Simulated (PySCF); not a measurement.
# C3H13AsSi2: what the fields show

The calculation's input:

```
{"job": {"kind": "uv", "xc": "B3LYP", "basis": "def2-SVPD", "nstates": 8, "ntriplets": 3}, "charge": 0, "multiplicity": 1}
C      2.305727    -0.910580     0.466088
Si     1.300612     0.712012     0.544574
As     1.421836     1.932874    -1.452859
C     -0.546272     0.309844     0.849300
C     -1.225483    -0.254211    -0.396823
Si    -3.081988    -0.573081    -0.137211
H      3.361702    -0.693632     0.326043
H      1.985013    -1.526430    -0.371018
H      2.206539    -1.502809     1.370774
H      1.794030     1.488374     1.704050
H      1.761059     0.704073    -2.247847
H      2.887195     2.189150    -1.268394
H     -1.059179     1.224902     1.153956
H     -0.656641    -0.394740     1.673860
H     -0.728319    -1.182060    -0.690004
H     -1.087421     0.447362    -1.230301
H     -3.651824    -1.161297    -1.351025
H     -3.249443    -1.496339     0.988255
H     -3.746947     0.695839     0.167268
```

Command:

```sh
OMP_NUM_THREADS=1 python probes_run.py task.json out
```

Geometry: GFN2-xTB.

The calculation used B3LYP/def2-SVPD, SCF density, gas phase in PySCF.

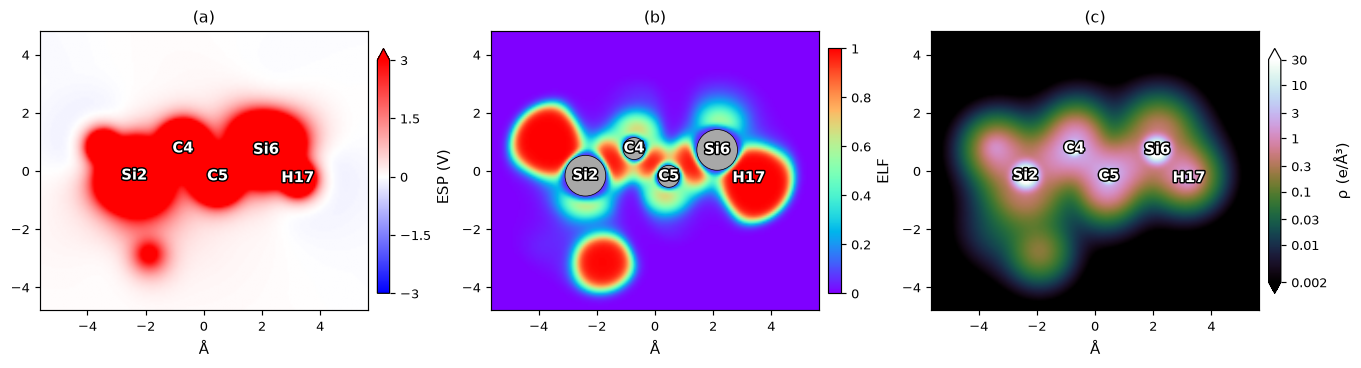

Figure 1. (a) molecular electrostatic potential; (b) electron localisation function; (c) electron density on the plane of atoms Si2, C4 and C5. Grey discs cover the atomic cores in the ELF map.

Question: What do the fields say about this system?

Answer:
- The section cuts through Si, C and H sites.
- C–C (1.53 Å): ρ at the midpoint is about 1.6 e/Å³; the ELF peaks at about 0.95 between the atoms, as expected for a shared electron pair.
- C–Si (1.90 Å): ρ is about 0.93 e/Å³ halfway; the ELF peaks at about 0.95 between the atoms; a shared electron pair.
- Si–H (1.46 Å): ρ is about 0.78 e/Å³ halfway; the ELF climbs to about 1 towards the hydrogen, as it does in any bond to H.
- The potential has no marked negative region in this plane.

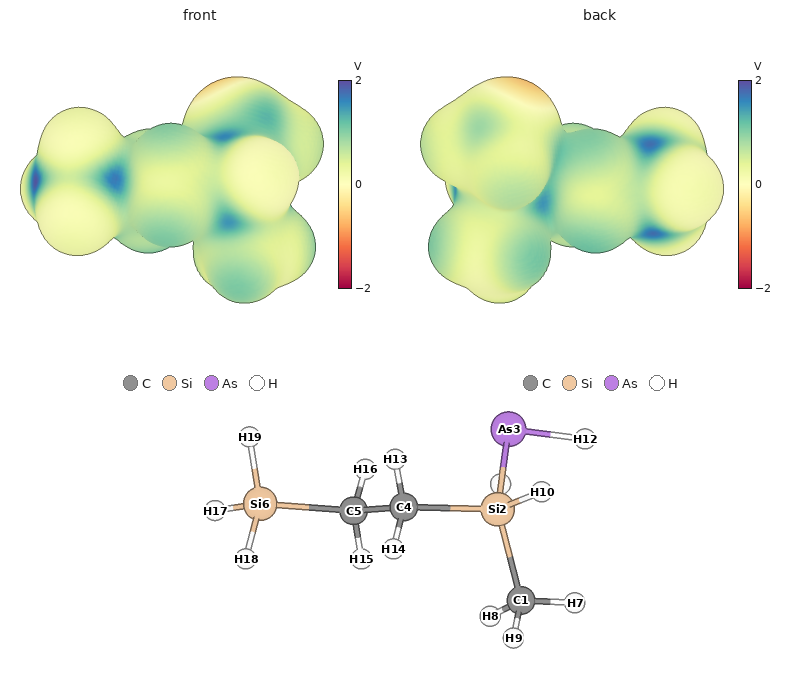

Figure 2. The molecular electrostatic potential painted on the density surface at 0.004 e/bohr³, seen from the front and from behind; red is negative and blue positive. The bare structure is drawn below in the same view.

Question: Which sites attract a positive test charge, and which a negative one?

Answer: A positive charge is drawn to the negative regions and a negative charge to the positive ones. The most negative region (about −0.5 V) lies over As3, the most positive (about +1.7 V) over Si6.

Question: How polar is the molecule by this calculation?

Answer: Its dipole moment is 0.96 D.
